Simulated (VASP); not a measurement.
Band structure of CsPbBr3 (cubic perovskite). Method: revPBE GGA, VASP's PBE PAW potentials (set 64) (plane waves; VASP).

Unless said otherwise, spin-orbit coupling is left out, though it shifts the bands of the heavy elements here.

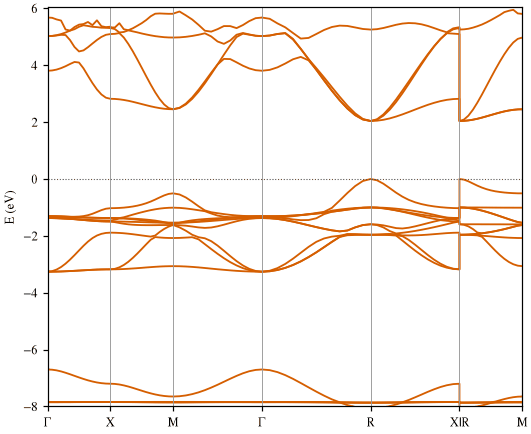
Figure. Bands along high-symmetry lines, zero at the valence-band maximum or, without a gap, the Fermi level

### Question
Read the plot: is there a gap, and where are the band edges?

### Answer
The gap is direct, 2.04 eV, from the valence maximum at R to the conduction minimum at R. (Edges off the drawn lines would not show.)

The compound is CsPbBr3 in the cubic perovskite structure, the ideal cubic form; the compound distorts at low or room temperature. It was relaxed first, which changed the volume by +13 %.
